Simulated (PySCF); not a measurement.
C₂H₆ClNSi₂

```json
{"atom": "N", "x (Å)": "-2.4360", "y (Å)": "1.9328", "z (Å)": "0.8063"}
{"atom": "C", "x (Å)": "-1.9996", "y (Å)": "0.9040", "z (Å)": "0.5539"}
{"atom": "Si", "x (Å)": "-1.2807", "y (Å)": "-0.7699", "z (Å)": "0.1325"}
{"atom": "C", "x (Å)": "0.3180", "y (Å)": "-0.4259", "z (Å)": "-0.8400"}
{"atom": "Si", "x (Å)": "1.6721", "y (Å)": "0.5420", "z (Å)": "0.0857"}
{"atom": "Cl", "x (Å)": "2.2968", "y (Å)": "-0.5769", "z (Å)": "1.6451"}
{"atom": "H", "x (Å)": "-2.2795", "y (Å)": "-1.4493", "z (Å)": "-0.6992"}
{"atom": "H", "x (Å)": "-1.0501", "y (Å)": "-1.4649", "z (Å)": "1.3984"}
{"atom": "H", "x (Å)": "0.7261", "y (Å)": "-1.3823", "z (Å)": "-1.1711"}
{"atom": "H", "x (Å)": "0.0655", "y (Å)": "0.1247", "z (Å)": "-1.7469"}
{"atom": "H", "x (Å)": "2.8184", "y (Å)": "0.7638", "z (Å)": "-0.7954"}
{"atom": "H", "x (Å)": "1.1503", "y (Å)": "1.8013", "z (Å)": "0.6047"}
```

Geometry: GFN2-xTB.

Method: PBE0/pcSseg-1, SCF density, gas phase, non-relativistic in PySCF.

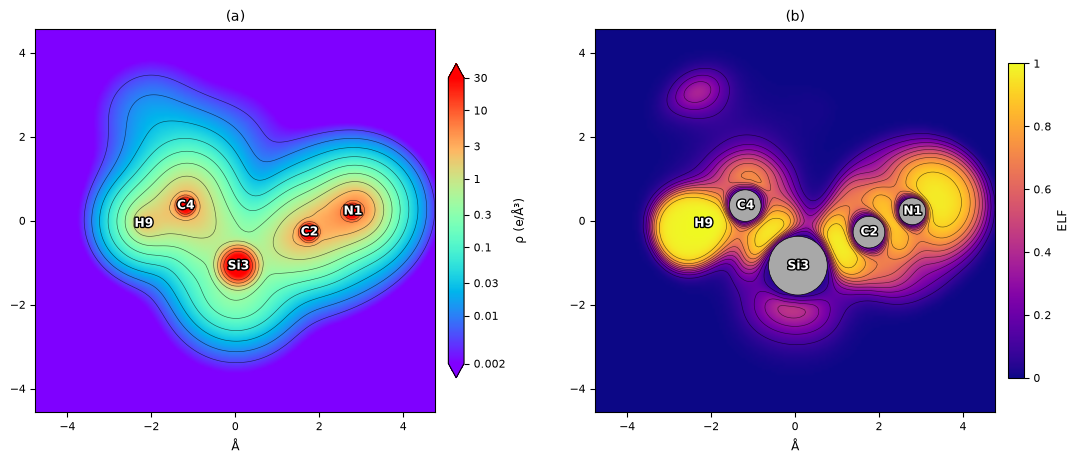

Figure 1. (a) electron density; (b) ELF on the plane of atoms C2, Si3 and C4. Grey discs cover the atomic cores in the ELF map.

Q: What does the map show?

A: Atoms in the plane: N, C, Si and H.
C–N (1.15 Å): the density is about 3.6 e/Å³ at the midpoint; the ELF peaks at about 0.90 between the atoms (a short, multiple covalent bond).
C–Si (1.87 Å): ρ is about 0.88 e/Å³ halfway; the ELF peaks at about 1 between the atoms: a shared electron pair.
C–H (1.09 Å): the density is about 1.9 e/Å³ at the midpoint; the ELF climbs to about 1 towards the hydrogen, as it does in any bond to H: an ordinary covalent bond to hydrogen.
The ELF also peaks beside N1, away from the bonds: lone-pair regions.

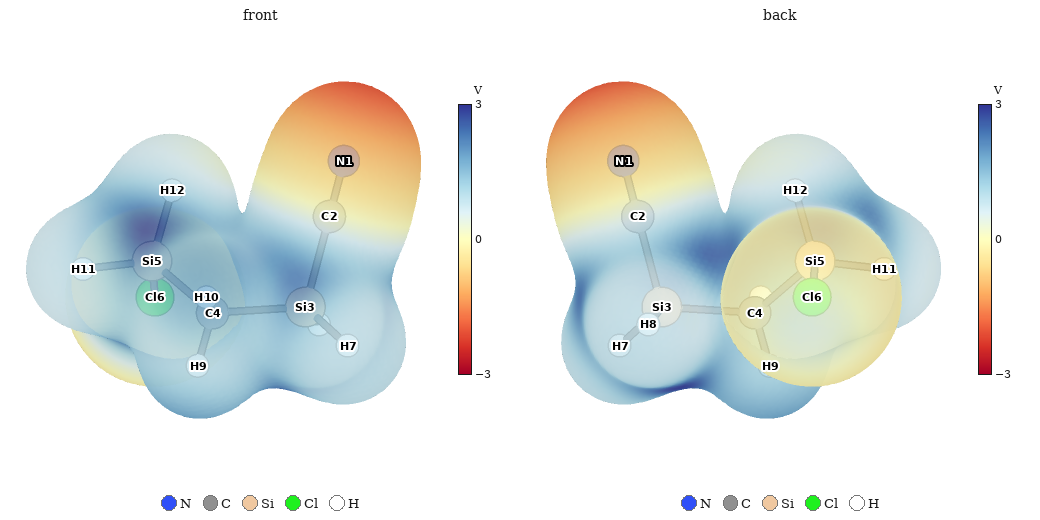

Figure 2. The electrostatic potential painted on the density surface at 0.004 e/bohr³, seen from the front and from behind; red is negative and blue positive.

Q: Where is the surface potential most negative and most positive?

A: The most negative region (about −1.9 V) lies over N1, the most positive (about +2.8 V) over Si3 and Si5. Cl6 shows a σ-hole: about +0.3 V at the tip opposite its bond, against about −0.1 V on its flanks. N1 is the likeliest acceptor of a hydrogen bond.
